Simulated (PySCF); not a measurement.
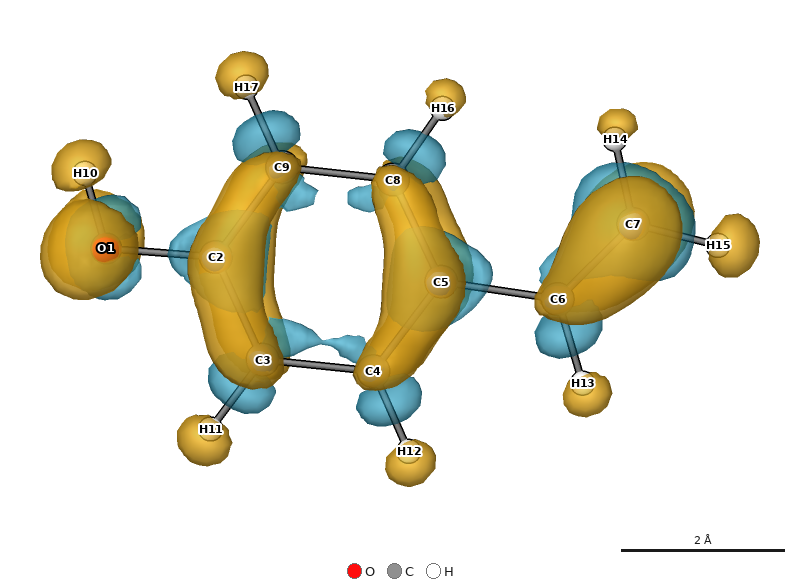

C$_{8}$H$_{8}$O, SMILES `Oc1ccc(C=C)cc1`. Fukui function f⁻ = ρ(N) − ρ(N−1) at fixed geometry, surfaces at ±0.02 e/Å³ (yellow positive, teal negative).

Computed with PySCF, PBE/6-31+G*, geometry: GFN2-xTB. No frequency check shows the geometry to be a minimum.

**On which atoms does the density change most on removal of an electron?**

f⁻ (Hirshfeld-condensed) is largest on C7 (0.14) and O1 (0.11); the vertical ionisation energy is 7.65 eV (the stability of the cation's solution wasn't checked). Condensed values hint at sites of electrophilic attack but needn't mark the atom that reacts. Shares this close don't rank the sites. Orbital relaxation makes it negative in places (0.18 e in all).

```json
{"atom": "O1", "f⁻": "+0.11", "charge": "−0.17"}
{"atom": "C2", "f⁻": "+0.08", "charge": "+0.06"}
{"atom": "C3", "f⁻": "+0.07", "charge": "−0.06"}
{"atom": "C4", "f⁻": "+0.06", "charge": "−0.04"}
{"atom": "C5", "f⁻": "+0.07", "charge": "−0.03"}
{"atom": "C6", "f⁻": "+0.07", "charge": "−0.05"}
{"atom": "C7", "f⁻": "+0.14", "charge": "−0.10"}
{"atom": "C8", "f⁻": "+0.05", "charge": "−0.04"}
{"atom": "C9", "f⁻": "+0.06", "charge": "−0.07"}
{"atom": "H10", "f⁻": "+0.04", "charge": "+0.18"}
{"atom": "H11", "f⁻": "+0.04", "charge": "+0.06"}
{"atom": "H12", "f⁻": "+0.03", "charge": "+0.05"}
{"atom": "H13", "f⁻": "+0.03", "charge": "+0.05"}
{"atom": "H14", "f⁻": "+0.04", "charge": "+0.04"}
{"atom": "H15", "f⁻": "+0.05", "charge": "+0.04"}
{"atom": "H16", "f⁻": "+0.03", "charge": "+0.05"}
{"atom": "H17", "f⁻": "+0.04", "charge": "+0.05"}
```
